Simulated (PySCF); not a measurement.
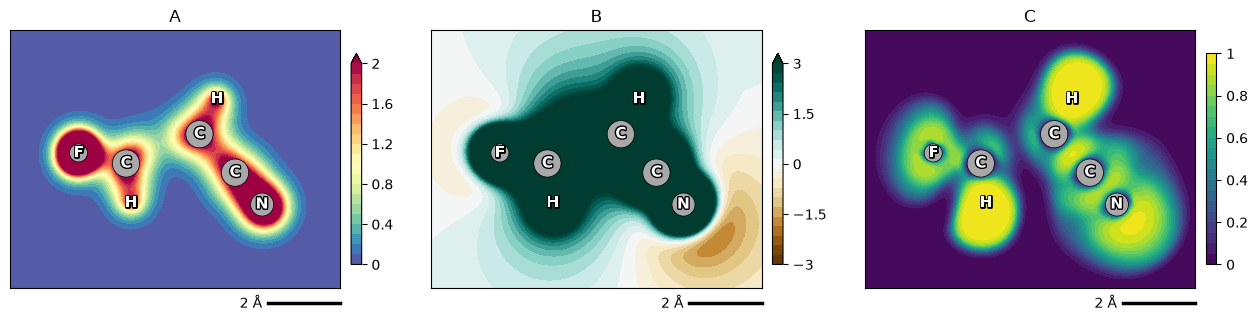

C₆H₅ClFNO: 3 fields on the plane of atoms C2, C3 and H11, with unlabelled colour scales. Grey discs cover the atomic cores.

Geometry: PBE0-D3(BJ)/def2-SVP.

Theory: PBE0/def2-SVPD, SCF density, gas phase (PySCF 2.14.0).

Q: The panels show electron density, electron localisation function and electrostatic potential in some order. Assign them.

A: Panel A: electron density. Panel B: electrostatic potential (strongly positive close to the atoms, with negative regions outside electron-rich atoms). Panel C: electron localisation function. From the grid: C–N (1.16 Å): ρ is about 3.5 e/Å³ halfway; the ELF peaks at about 0.85 between the atoms: a multiple bond. C–F (1.35 Å): the density is about 2.3 e/Å³ at the midpoint, with its minimum of 1.7 e/Å³ about 0.5 Å from C; the ELF peaks at about 0.85 between the atoms; a polar covalent bond.
